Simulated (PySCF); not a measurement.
**Run report: C₆H₁₂OSi, geometry relaxation**

The run: geometry relaxation of C₆H₁₂OSi. Method and program: PBE0-D3(BJ)/def2-SVP geometry optimisation, gas phase (PySCF 2.14.0).

It belongs to a series of runs on one base structure; here: H on C replaced by CHO.

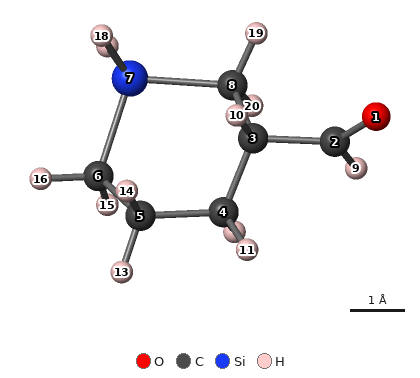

Figure 1. The structure as given in the input (ball-and-stick view, seen at a tilt; atoms are numbered from 1 in the order of the input).

### Results in brief

| quantity | value |
| --- | --- |
| outcome | converged |
| total energy | −599.795726 hartree |
| dipole moment | 2.81 D |
| point group | C1 |
| hardware | 1 CPU thread, shared host |
| wall time | 2.1 min |
| peak memory | 0.73 GiB |

### The input
```
{"job": {"xc": "PBE0", "basis": "def2-SVP", "d3": "d3bj", "grid": 1, "shake": 0.01, "kind": "geom"}, "charge": 0, "multiplicity": 1}
O      3.157800    -1.529080     0.840490
C      2.312280    -1.130500     0.044050
C      0.968420    -0.513710     0.372990
C     -0.096640    -1.226070    -0.385150
C     -1.529760    -0.806190     0.052330
C     -1.862550     0.639600    -0.349060
Si    -0.563680     1.846880     0.349540
C      1.098400     0.978980     0.003460
H      2.512150    -1.171220    -1.026220
H      0.818210    -0.611340     1.468840
H     -0.034070    -2.307880    -0.212230
H     -0.010160    -1.037340    -1.445350
H     -2.285200    -1.473980    -0.388100
H     -1.619610    -0.895580     1.155180
H     -1.884340     0.683740    -1.436420
H     -2.864440     0.896820     0.001820
H     -0.617030     3.151650    -0.343880
H     -0.765620     2.031160     1.800540
H      1.895350     1.426100     0.570960
H      1.319490     1.063330    -1.043720
```

The first line tells a small driver script what to run in PySCF; the rest is the geometry in Å.

Launch command:
```bash
OMP_NUM_THREADS=1 python <driver script> task.json out
```

### What the program printed
```
step   0  E = -599.78840356  max force = 0.045494
step   1  E = -599.79415193  max force = 0.006289
step   2  E = -599.79434704  max force = 0.013000
step   3  E = -599.79527123  max force = 0.008376
step   4  E = -599.79551420  max force = 0.004487
step   5  E = -599.79564353  max force = 0.000957
step   6  E = -599.79568338  max force = 0.000607
step   7  E = -599.79572043  max force = 0.000934
step   8  E = -599.79572577  max force = 0.000709
step   9  E = -599.79572584  max force = 0.000252
optimisation converged
```

### Trajectory as extended XYZ (Å, eV, eV/Å), 10 frames, from step=0 to step=9
```
20
Properties=species:S:1:pos:R:3:forces:R:3 step=0 energy=-16321.07378
O     3.1578   -1.5291    0.8405   -1.6285   0.7525  -1.2659
C     2.3123   -1.1305    0.0440    1.2154  -0.6027   2.3394
C     0.9684   -0.5137    0.3730    1.4473   0.3276   0.6089
C    -0.0966   -1.2261   -0.3851   -2.0717  -0.4225   0.7991
C    -1.5298   -0.8062    0.0523    0.4569   0.3940   0.0472
C    -1.8625    0.6396   -0.3491    0.4236  -0.2005   0.5989
Si   -0.5637    1.8469    0.3495    0.0351  -0.5898  -0.6977
C     1.0984    0.9790    0.0035   -1.3608  -0.4330   0.8525
H     2.5122   -1.1712   -1.0262    0.2156  -0.0707  -1.0563
H     0.8182   -0.6113    1.4688    0.0315  -0.0734  -0.2359
H    -0.0341   -2.3079   -0.2122    0.2268  -0.1786  -0.1211
H    -0.0102   -1.0373   -1.4453    0.2077  -0.0016  -0.8394
H    -2.2852   -1.4740   -0.3881    0.0829  -0.1770  -0.0017
H    -1.6196   -0.8956    1.1552    0.0571  -0.1775  -0.1985
H    -1.8843    0.6837   -1.4364    0.0190   0.2629  -0.5235
H    -2.8644    0.8968    0.0018   -0.3098   0.1720   0.0602
H    -0.6170    3.1517   -0.3439   -0.0292   0.3381  -0.0591
H    -0.7656    2.0312    1.8005   -0.0146   0.0420   0.3559
H     1.8954    1.4261    0.5710    0.7133   0.4398   0.3803
H     1.3195    1.0633   -1.0437    0.2824   0.1984  -1.0431
20
Properties=species:S:1:pos:R:3:forces:R:3 step=1 energy=-16321.23020
O     2.8128   -1.9750    0.9166    0.2242   0.1211  -0.1264
C     2.2454   -1.3080    0.0943   -0.3234  -0.2073  -0.0369
C     0.9916   -0.5141    0.3754    0.0173  -0.0818  -0.1506
C    -0.1447   -1.1899   -0.4125   -0.2606   0.0021   0.2249
C    -1.5377   -0.7228    0.0185    0.0322   0.0469  -0.0282
C    -1.8301    0.7338   -0.3554    0.0202  -0.0580   0.0308
Si   -0.4970    1.8793    0.3454   -0.0450  -0.0760  -0.0933
C     1.1412    0.9766    0.0363   -0.0546  -0.0763  -0.0680
H     2.5462   -1.3258   -0.9958    0.1403   0.1294   0.2072
H     0.7992   -0.6515    1.4530    0.0008   0.0485   0.0197
H    -0.0844   -2.2793   -0.2566    0.0414  -0.0152  -0.0617
H    -0.0140   -1.0052   -1.4948    0.0532  -0.0532   0.0157
H    -2.2998   -1.3835   -0.4309    0.0498   0.0062   0.0238
H    -1.6258   -0.8492    1.1132   -0.0281  -0.0513  -0.0375
H    -1.8485    0.8249   -1.4564    0.0221   0.0878   0.0206
H    -2.8326    1.0274   -0.0023    0.0319   0.0558  -0.0144
H    -0.5287    3.2190   -0.3165    0.0406   0.0406   0.0239
H    -0.6981    2.0558    1.8175   -0.0001   0.0108   0.0243
H     1.9640    1.4247    0.6183   -0.0218   0.0342  -0.0714
H     1.3898    1.0824   -1.0381    0.0596   0.0358   0.0975
20
Properties=species:S:1:pos:R:3:forces:R:3 step=2 energy=-16321.23551
O     2.9485   -1.9238    0.8544   -0.4719   0.0684   0.3475
C     2.2462   -1.3039    0.1032    0.5735   0.3786  -0.6685
C     0.9740   -0.5401    0.3856   -0.0641  -0.4291   0.3230
C    -0.1716   -1.2150   -0.3924   -0.0737   0.0573   0.1116
C    -1.5613   -0.7216    0.0166    0.0499   0.0659  -0.0319
C    -1.8292    0.7409   -0.3644   -0.0011  -0.0791   0.0337
Si   -0.4927    1.8697    0.3422   -0.0275  -0.0155  -0.0128
C     1.1300    0.9477    0.0375    0.0697  -0.0874  -0.0073
H     2.5625   -1.2143   -0.9738   -0.1131  -0.0303  -0.1186
H     0.7841   -0.6636    1.4657   -0.0457   0.0478   0.0470
H    -0.1181   -2.3048   -0.2352   -0.0002   0.0072  -0.0022
H    -0.0255   -1.0430   -1.4743    0.0311  -0.0448  -0.0162
H    -2.3233   -1.3750   -0.4401    0.0041   0.0040  -0.0118
H    -1.6686   -0.8486    1.1086   -0.0293  -0.0108  -0.0011
H    -1.8311    0.8441   -1.4642    0.0133   0.0147   0.0000
H    -2.8283    1.0572   -0.0232    0.0020   0.0106  -0.0058
H    -0.4924    3.2136   -0.3150    0.0219   0.0063   0.0207
H    -0.6970    2.0506    1.8149    0.0079   0.0044   0.0018
H     1.9538    1.3966    0.6155    0.0150   0.0291  -0.0212
H     1.3888    1.0528   -1.0323    0.0382   0.0026   0.0120
20
Properties=species:S:1:pos:R:3:forces:R:3 step=3 energy=-16321.26066
O     2.9053   -1.8639    0.9029    0.1047  -0.2161  -0.0522
C     2.2532   -1.2874    0.0768    0.1085   0.4307   0.2691
C     0.9711   -0.5514    0.3760   -0.2080  -0.2184  -0.1697
C    -0.1820   -1.2239   -0.3926   -0.0144   0.1164   0.0490
C    -1.5673   -0.7232    0.0182    0.0383   0.0557  -0.0482
C    -1.8278    0.7422   -0.3586   -0.0153  -0.0662   0.0307
Si   -0.4861    1.8627    0.3459    0.0067   0.0305   0.0068
C     1.1291    0.9353    0.0295   -0.0058   0.0195   0.0080
H     2.6055   -1.2032   -0.9885   -0.0808  -0.1077  -0.0315
H     0.7878   -0.6731    1.4585    0.0765  -0.0160  -0.0279
H    -0.1286   -2.3144   -0.2401   -0.0109   0.0107   0.0329
H    -0.0363   -1.0525   -1.4746    0.0015  -0.0408  -0.0358
H    -2.3314   -1.3724   -0.4395   -0.0240   0.0041  -0.0227
H    -1.6765   -0.8538    1.1092   -0.0217  -0.0007   0.0149
H    -1.8287    0.8544   -1.4573    0.0064  -0.0149  -0.0100
H    -2.8237    1.0657   -0.0156   -0.0114  -0.0041  -0.0038
H    -0.4756    3.2105   -0.3044   -0.0024   0.0000   0.0173
H    -0.6821    2.0412    1.8206    0.0074  -0.0016  -0.0055
H     1.9567    1.3829    0.6023    0.0277   0.0140   0.0060
H     1.3863    1.0437   -1.0394    0.0169   0.0048  -0.0273
20
Properties=species:S:1:pos:R:3:forces:R:3 step=4 energy=-16321.26727
O     2.9078   -1.8915    0.8835    0.0734   0.0766  -0.0173
C     2.2632   -1.2714    0.0822   -0.1659  -0.2307  -0.0164
C     0.9735   -0.5488    0.3802   -0.0254  -0.0032  -0.0265
C    -0.1791   -1.2208   -0.3876    0.0413   0.0249   0.0173
C    -1.5663   -0.7202    0.0158    0.0275   0.0287   0.0013
C    -1.8269    0.7421   -0.3621   -0.0087   0.0024   0.0135
Si   -0.4877    1.8650    0.3483    0.0088   0.0149  -0.0147
C     1.1301    0.9394    0.0335   -0.0386   0.0552   0.0150
H     2.5747   -1.2242   -0.9988    0.0493   0.0758   0.0271
H     0.7960   -0.6709    1.4629    0.0308  -0.0042   0.0005
H    -0.1278   -2.3101   -0.2278   -0.0044  -0.0001   0.0225
H    -0.0310   -1.0574   -1.4713    0.0037  -0.0337  -0.0081
H    -2.3290   -1.3692   -0.4460    0.0057  -0.0001  -0.0107
H    -1.6831   -0.8484    1.1069   -0.0110  -0.0152  -0.0009
H    -1.8228    0.8517   -1.4613    0.0065   0.0012  -0.0023
H    -2.8256    1.0628   -0.0240   -0.0008   0.0039  -0.0072
H    -0.4779    3.2138   -0.2988   -0.0044   0.0069   0.0113
H    -0.6858    2.0414    1.8225    0.0020  -0.0054   0.0017
H     1.9578    1.3881    0.6068    0.0020   0.0067  -0.0046
H     1.3887    1.0482   -1.0358    0.0082  -0.0046  -0.0015
20
Properties=species:S:1:pos:R:3:forces:R:3 step=5 energy=-16321.27079
O     2.9289   -1.8805    0.8694   -0.0364   0.0279   0.0102
C     2.2600   -1.2753    0.0767    0.0292  -0.0233  -0.0492
C     0.9707   -0.5553    0.3815   -0.0286  -0.0229   0.0160
C    -0.1838   -1.2259   -0.3821    0.0274   0.0293   0.0021
C    -1.5697   -0.7174    0.0150    0.0074   0.0098   0.0016
C    -1.8253    0.7454   -0.3643   -0.0045   0.0104   0.0079
Si   -0.4861    1.8648    0.3507    0.0042   0.0033  -0.0086
C     1.1283    0.9347    0.0349   -0.0052   0.0157   0.0175
H     2.5736   -1.2037   -1.0021   -0.0009   0.0064  -0.0095
H     0.7992   -0.6761    1.4652    0.0149  -0.0081   0.0043
H    -0.1369   -2.3144   -0.2155   -0.0103   0.0014   0.0249
H    -0.0329   -1.0718   -1.4670    0.0014  -0.0258  -0.0039
H    -2.3320   -1.3645   -0.4501    0.0001   0.0041  -0.0086
H    -1.6930   -0.8452    1.1055   -0.0049  -0.0116  -0.0020
H    -1.8159    0.8559   -1.4635    0.0059  -0.0032  -0.0013
H    -2.8246    1.0689   -0.0306   -0.0016  -0.0016  -0.0066
H    -0.4718    3.2157   -0.2921   -0.0021   0.0028   0.0081
H    -0.6850    2.0385    1.8252    0.0014  -0.0062   0.0011
H     1.9578    1.3823    0.6067    0.0009  -0.0013  -0.0012
H     1.3873    1.0434   -1.0344    0.0015  -0.0070  -0.0030
20
Properties=species:S:1:pos:R:3:forces:R:3 step=6 energy=-16321.27187
O     2.9342   -1.8756    0.8586   -0.0152  -0.0050   0.0045
C     2.2588   -1.2759    0.0676    0.0312   0.0241  -0.0160
C     0.9699   -0.5590    0.3816   -0.0171   0.0095   0.0034
C    -0.1869   -1.2285   -0.3770    0.0112   0.0152  -0.0075
C    -1.5719   -0.7138    0.0144   -0.0043   0.0029   0.0006
C    -1.8230    0.7494   -0.3662   -0.0017   0.0117   0.0059
Si   -0.4841    1.8651    0.3547    0.0018  -0.0009  -0.0055
C     1.1280    0.9323    0.0367    0.0010   0.0022   0.0144
H     2.5688   -1.1989   -1.0119   -0.0083  -0.0108  -0.0100
H     0.8060   -0.6806    1.4663    0.0097  -0.0128   0.0006
H    -0.1448   -2.3160   -0.2015   -0.0077   0.0019   0.0206
H    -0.0346   -1.0849   -1.4632    0.0007  -0.0180  -0.0015
H    -2.3339   -1.3591   -0.4541   -0.0015   0.0055  -0.0061
H    -1.7009   -0.8417    1.1042   -0.0011  -0.0070  -0.0014
H    -1.8080    0.8605   -1.4653    0.0054  -0.0053  -0.0001
H    -2.8234    1.0745   -0.0372   -0.0017  -0.0010  -0.0059
H    -0.4668    3.2187   -0.2823   -0.0009   0.0017   0.0055
H    -0.6842    2.0337    1.8296    0.0008  -0.0065   0.0012
H     1.9596    1.3777    0.6072   -0.0004  -0.0029  -0.0002
H     1.3859    1.0415   -1.0330   -0.0021  -0.0045  -0.0027
20
Properties=species:S:1:pos:R:3:forces:R:3 step=7 energy=-16321.27288
O     2.9445   -1.8743    0.8294    0.0014  -0.0192  -0.0024
C     2.2562   -1.2775    0.0476    0.0144   0.0337   0.0064
C     0.9694   -0.5647    0.3818    0.0200   0.0480   0.0028
C    -0.1932   -1.2327   -0.3656   -0.0174  -0.0159  -0.0161
C    -1.5768   -0.7048    0.0133   -0.0130  -0.0056   0.0009
C    -1.8173    0.7593   -0.3706    0.0021   0.0102   0.0020
Si   -0.4792    1.8659    0.3645   -0.0031  -0.0023  -0.0007
C     1.1285    0.9284    0.0415    0.0071  -0.0146   0.0048
H     2.5509   -1.1966   -1.0360   -0.0090  -0.0168  -0.0032
H     0.8217   -0.6898    1.4684   -0.0030  -0.0134  -0.0025
H    -0.1614   -2.3171   -0.1694   -0.0001   0.0023   0.0070
H    -0.0384   -1.1123   -1.4543    0.0000  -0.0018   0.0016
H    -2.3384   -1.3456   -0.4622   -0.0011   0.0044  -0.0005
H    -1.7178   -0.8318    1.1017    0.0048   0.0004  -0.0001
H    -1.7890    0.8702   -1.4696    0.0045  -0.0049   0.0013
H    -2.8201    1.0877   -0.0532   -0.0009   0.0020  -0.0042
H    -0.4553    3.2254   -0.2592    0.0013   0.0008   0.0018
H    -0.6832    2.0215    1.8403   -0.0002  -0.0063   0.0014
H     1.9643    1.3685    0.6098   -0.0021  -0.0017  -0.0001
H     1.3832    1.0395   -1.0289   -0.0057   0.0005  -0.0002
20
Properties=species:S:1:pos:R:3:forces:R:3 step=8 energy=-16321.27303
O     2.9465   -1.8802    0.8123    0.0046  -0.0111  -0.0019
C     2.2536   -1.2805    0.0368   -0.0014   0.0127   0.0043
C     0.9699   -0.5663    0.3813    0.0256   0.0364   0.0038
C    -0.1967   -1.2336   -0.3608   -0.0199  -0.0175  -0.0112
C    -1.5793   -0.6993    0.0134   -0.0078  -0.0036   0.0015
C    -1.8136    0.7655   -0.3723    0.0010   0.0033   0.0007
Si   -0.4757    1.8664    0.3705   -0.0029   0.0004   0.0008
C     1.1299    0.9271    0.0441    0.0040  -0.0142   0.0000
H     2.5382   -1.2018   -1.0498   -0.0039  -0.0076   0.0005
H     0.8292   -0.6948    1.4684   -0.0057  -0.0068  -0.0021
H    -0.1693   -2.3164   -0.1548    0.0025   0.0014  -0.0005
H    -0.0416   -1.1237   -1.4505    0.0003   0.0040   0.0011
H    -2.3415   -1.3375   -0.4646   -0.0012   0.0021   0.0020
H    -1.7245   -0.8253    1.1014    0.0046   0.0028   0.0006
H    -1.7784    0.8757   -1.4711    0.0039  -0.0025   0.0010
H    -2.8175    1.0964   -0.0609   -0.0005   0.0028  -0.0033
H    -0.4482    3.2293   -0.2457    0.0016   0.0008   0.0017
H    -0.6821    2.0138    1.8469    0.0000  -0.0048   0.0012
H     1.9679    1.3642    0.6115   -0.0009   0.0001  -0.0008
H     1.3821    1.0403   -1.0268   -0.0039   0.0013   0.0006
20
Properties=species:S:1:pos:R:3:forces:R:3 step=9 energy=-16321.27303
O     2.9446   -1.8898    0.7990    0.0023  -0.0016  -0.0015
C     2.2501   -1.2856    0.0284   -0.0074  -0.0042   0.0008
C     0.9704   -0.5675    0.3799    0.0130   0.0071   0.0031
C    -0.2003   -1.2333   -0.3589   -0.0101  -0.0081  -0.0030
C    -1.5814   -0.6942    0.0144    0.0000  -0.0003   0.0016
C    -1.8104    0.7712   -0.3722   -0.0018  -0.0013   0.0000
Si   -0.4716    1.8669    0.3759   -0.0007   0.0025   0.0009
C     1.1321    0.9257    0.0455   -0.0003  -0.0057  -0.0021
H     2.5276   -1.2092   -1.0602    0.0007   0.0010   0.0013
H     0.8333   -0.6991    1.4671   -0.0039   0.0006  -0.0007
H    -0.1754   -2.3152   -0.1485    0.0017   0.0000  -0.0047
H    -0.0459   -1.1278   -1.4491    0.0001   0.0054   0.0001
H    -2.3453   -1.3300   -0.4640   -0.0014  -0.0002   0.0033
H    -1.7275   -0.8192    1.1024    0.0028   0.0028   0.0008
H    -1.7707    0.8808   -1.4709    0.0032   0.0000   0.0005
H    -2.8145    1.1051   -0.0646   -0.0003   0.0024  -0.0025
H    -0.4408    3.2324   -0.2343    0.0010   0.0009   0.0025
H    -0.6792    2.0071    1.8528    0.0008  -0.0028   0.0009
H     1.9719    1.3602    0.6122    0.0010   0.0011  -0.0014
H     1.3816    1.0412   -1.0257   -0.0009   0.0004   0.0003
```

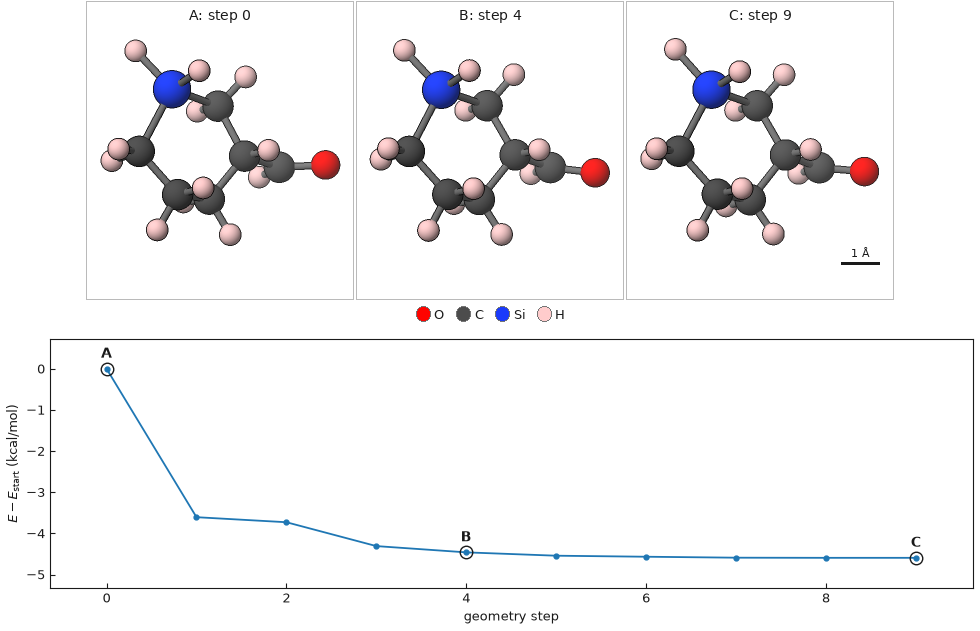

Figure 2. Frames of the relaxation (ball-and-stick view, seen at a tilt) above the curves, on which the letters mark them (steps are counted from 0).

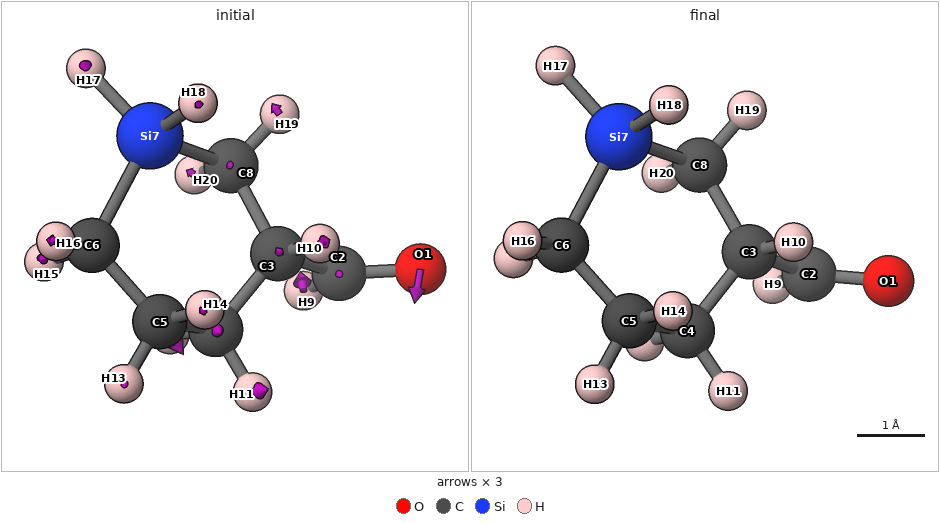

Figure 3. Before (left) and after (right) the relaxation, at one scale (ball-and-stick view, seen at a tilt). The pink arrows give the displacements, magnified 3 times. After 9 geometry steps the energy has fallen by 4.59 kcal/mol. Largest force component: 2.3 eV/Å at the start, 0.013 eV/Å at the end. O1 moves most after the best rigid fit: 0.18 Å. By element the largest moves are O 0.18 Å, H 0.13 Å, C 0.07 Å, Si 0.02 Å. Among the contacts that change: C3–C4 1.489 → 1.536 Å, C2–H9 1.090 → 1.126 Å, C8–H20 1.074 → 1.106 Å, O1–C2 1.228 → 1.200 Å. Among the angles that change: C2–C3–C8 105.5° → 108.8°, C5–C4–H11 105.9° → 108.7°, H19–C8–H20 109.2° → 106.6°. (Atoms are counted from 1 in the order of the input.)
